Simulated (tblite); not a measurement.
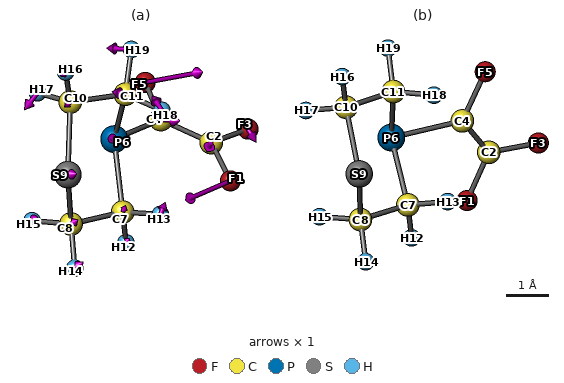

The structure of C₆H₈F₃PS before (left) and after (right) a relaxation, at one scale. The purple arrows give the displacements, at their true length.

The picture is a ball-and-stick view, seen from a free direction.

Theory: GFN2-xTB geometry optimisation, gas phase in tblite 0.8.0. 

Describe what moved and what it gained.

Answer. The atom that moves furthest after the best rigid fit is F5 (2.29 Å). By element the largest moves are F 2.29 Å, H 0.70 Å, C 0.68 Å, S 0.33 Å, P 0.29 Å. Some distances before and after: P6–S9 3.117 → 3.484 Å, C2–F3 1.377 → 1.323 Å, F1–C2 1.377 → 1.330 Å, C10–H17 1.124 → 1.092 Å. Among the angles between lasting bonds that change: C4–P6–C7 114.1° → 98.3°, C8–S9–C10 114.3° → 98.9°, C4–P6–C11 111.7° → 96.7°. Groups turn about C4–P6 by about 85°. Over 142 geometry steps the energy falls by 32.9 kcal/mol.
